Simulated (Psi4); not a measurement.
# BClF2 (chlorodifluoroborane): TPSSh/aug-cc-pVDZ

Aim: the vertical ionisation energy of BClF2 (chlorodifluoroborane) at TPSSh/aug-cc-pVDZ, from 2 runs. 

The results are computed with Psi4 1.11.

## (1) The system as given

BClF2 has 4 atoms, charge 0, and is taken as a singlet. SMILES: `FB(F)Cl`. Geometry: relaxed at PBE0-D4/def2-TZVP.

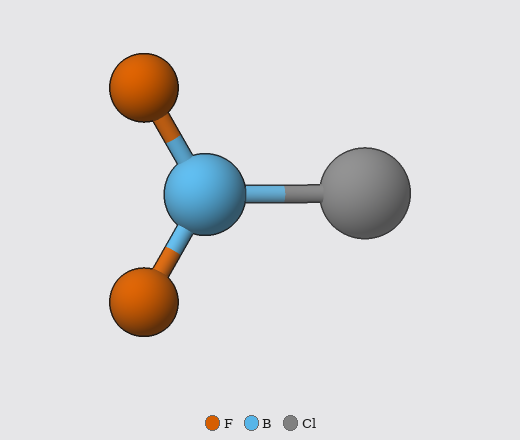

The structure, seen from a chosen angle (fluorine orange, boron blue, chlorine grey).

## (2) Energy and forces at TPSSh/aug-cc-pVDZ

Contents of job.in:

```
memory 1600 MB

molecule system {
  0 1
  F     -0.173700    -1.254300    -0.546300
  B     -0.067100    -0.041300    -0.062000
  F     -1.011600     0.830100    -0.317700
  Cl     1.307900     0.405300     0.905700
  symmetry c1
}

set reference rks
set puream true
set e_convergence 1e-09
set d_convergence 1e-08
set scf_type pk
set dft_radial_points 99
set dft_spherical_points 590

result, w = gradient("tpssh/aug-cc-pVDZ", return_wfn=True)
oeprop(w, "QUADRUPOLE", "LOWDIN_CHARGES", "WIBERG_LOWDIN_INDICES", title="TPSSH")
```

Run with:

```
$ psi4 -n 1 job.in job.out
```

job.out:

```text
[...]
  Running in c1 symmetry.
[...]
  Nuclear repulsion =  142.136300753478139
[...]
  Multiplicity = 1
[...]
  Nalpha       = 20
  Nbeta        = 20
[...]
    Number of basis functions: 96
[...]
   @RKS iter   1:  -684.83903245406964   -2.62376e-01   5.43291e-03 ADIIS/DIIS
[...]
   @RKS iter  11:  -684.93456299238358   -4.54747e-13   1.08496e-09 DIIS
[...]
    Orbital Energies [Eh]
    ---------------------
    Doubly Occupied:
       1A   -101.416190     2A    -24.667300     3A    -24.667250
       4A     -9.408027     5A     -7.154286     6A     -7.148291
       7A     -7.146451     8A     -6.870327     9A     -1.251301
      10A     -1.223344    11A     -0.846994    12A     -0.586331
      13A     -0.545516    14A     -0.508937    15A     -0.500266
      16A     -0.441238    17A     -0.427966    18A     -0.410153
      19A     -0.350048    20A     -0.334962
[...]
  @RKS Final Energy:  -684.93456299238358
   => Energetics <=
    Nuclear Repulsion Energy =            142.1363007534781389
    One-Electron Energy =               -1229.4882111732231351
    Two-Electron Energy =                 450.5813101455967740
    DFT Exchange-Correlation Energy =     -48.1639627182353109
    Empirical Dispersion Energy =           0.0000000000000000
    VV10 Nonlocal Energy =                  0.0000000000000000
    Total Energy =                       -684.9345629923836896
[...]
  -Total Gradient:
     Atom            X                  Y                   Z
    ------   -----------------  -----------------  -----------------
       1        0.001514595415     0.019469823163     0.007651623659
       2       -0.010725597746    -0.003351453922    -0.007489367302
       3        0.015119612504    -0.014200263513     0.004000406027
       4       -0.005884591362    -0.001910316415    -0.004145581518
[...]
 Multipole Moments:
 ------------------------------------------------------------------------------------
     Multipole            Electronic (a.u.)      Nuclear  (a.u.)        Total (a.u.)
 ------------------------------------------------------------------------------------
 L = 1.  Multiply by 2.5417464519 to convert [e a0] to [Debye]
 Dipole X            :         -0.9396213            0.9901965            0.0505751
 Dipole Y            :         -0.3048959            0.3216348            0.0167389
 Dipole Z            :         -0.6611236            0.6969061            0.0357826
 Magnitude           :                                                    0.0641750
 L = 2.  Multiply by 1.3450342976 to convert [e a0^2] to [Debye ang]
 Quadrupole XX       :       -147.4271369          126.5504427          -20.8766942
 Quadrupole XY       :         -8.8578790            9.3786166            0.5207376
[...]
```

It took 60 s on 1 thread of Intel Xeon Platinum 8259CL at 2.50GHz (Skylake/Cascade Lake), shared host; peak memory 0.95 GiB.

## (3) The doublet cation

Contents of input.inp:

```
memory 1600 MB

molecule {
  1 2
  F     -0.173700    -1.254300    -0.546300
  B     -0.067100    -0.041300    -0.062000
  F     -1.011600     0.830100    -0.317700
  Cl     1.307900     0.405300     0.905700
  units angstrom
  symmetry c1
}

set {
  reference            uks
  puream               true
  e_convergence        1e-09
  d_convergence        1e-08
  scf_type             pk
  dft_radial_points    99
  dft_spherical_points 590
  maxiter              100
}

result, w = gradient("tpssh/aug-cc-pVDZ", return_wfn=True)
oeprop(w, "DIPOLE", "MAYER_INDICES", "LOWDIN_CHARGES", title="TPSSH")
print_variables()
```

Run with:

```
$ psi4 -n 1 input.inp input.out
```

input.out:

```text
[...]
  Running in c1 symmetry.
[...]
  Nuclear repulsion =  142.136300753478139
[...]
  Multiplicity = 2
[...]
  Nalpha       = 20
  Nbeta        = 19
[...]
    Number of basis functions: 96
[...]
   @UKS iter   1:  -684.35179430481855    2.24862e-01   5.51674e-03 ADIIS/DIIS
[...]
   @UKS iter  13:  -684.46912847577505   -1.36424e-12   1.55086e-09 DIIS
[...]
   @S^2 Observed:                7.531461474E-01
[...]
    Orbital Energies [Eh]
    ---------------------
    Alpha Occupied:
       1A   -101.808406     2A    -24.928538     3A    -24.928513
       4A     -9.794376     5A     -7.549514     6A     -7.535632
       7A     -7.528441     8A     -7.145117     9A     -1.504396
      10A     -1.477029    11A     -1.211185    12A     -0.843788
      13A     -0.800883    14A     -0.798735    15A     -0.750329
      16A     -0.722457    17A     -0.695329    18A     -0.684961
      19A     -0.674865    20A     -0.672418
    Alpha Virtual:
      21A     -0.290753    22A     -0.234400    23A     -0.174790
      24A     -0.129730    25A     -0.127076    26A     -0.114608
[...]
  @UKS Final Energy:  -684.46912847577505
   => Energetics <=
    Nuclear Repulsion Energy =            142.1363007534781389
    One-Electron Energy =               -1217.3771794119836613
    Two-Electron Energy =                 438.5926297068970712
    DFT Exchange-Correlation Energy =     -47.8208795241664717
    Empirical Dispersion Energy =           0.0000000000000000
    VV10 Nonlocal Energy =                  0.0000000000000000
    Total Energy =                       -684.4691284757750509
[...]
  -Total Gradient:
     Atom            X                  Y                   Z
    ------   -----------------  -----------------  -----------------
       1       -0.014553814461     0.003464295019    -0.007403695964
       2        0.048044592300     0.015715720984     0.033865000655
       3       -0.008627054920    -0.011111823681    -0.008962467180
       4       -0.024840106173    -0.008060521243    -0.017482034084
[...]
 Multipole Moments:
 ------------------------------------------------------------------------------------
     Multipole            Electronic (a.u.)      Nuclear  (a.u.)        Total (a.u.)
 ------------------------------------------------------------------------------------
 L = 1.  Multiply by 2.5417464519 to convert [e a0] to [Debye]
 Dipole X            :         -0.0035116            0.9901965            0.9866848
 Dipole Y            :         -0.0009575            0.3216348            0.3206773
 Dipole Z            :         -0.0022924            0.6969061            0.6946138
 Magnitude           :                                                    1.2485468
[...]
```

It took 87 s on 1 thread of Intel Xeon Platinum 8259CL at 2.50GHz (Skylake/Cascade Lake), shared host; peak memory 0.96 GiB.

## (4) Summary of results

At TPSSh/aug-cc-pVDZ:

| quantity | value |
| --- | --- |
| singlet BClF2: total energy | -684.93456 Eh |
| singlet BClF2: dipole moment | 0.16 D |
| singlet BClF2: HOMO energy | -9.11 eV |
| singlet BClF2: LUMO energy | -0.80 eV |
| singlet BClF2: HOMO–LUMO gap | 8.32 eV |
| singlet BClF2: largest force on an atom | 1.086 eV/Å |
| doublet cation: total energy | -684.46913 Eh |
| doublet cation: HOMO energy (highest over α and β) | -18.01 eV |
| doublet cation: LUMO energy (lowest over α and β) | -16.11 eV |
| doublet cation: ⟨S²⟩ | 0.753 |
| doublet cation: largest force on an atom | 3.129 eV/Å |
| vertical ionisation energy (to the doublet cation) | 12.665 eV |

In words: The vertical ionisation energy comes to 12.67 eV (1222 kJ/mol). The largest force (singlet BClF2) is 1.09 eV/Å: the shape isn't a stationary point for this species at this level. The negative HOMO energy of the first species, 9.11 eV, lies 3.55 eV below that difference.
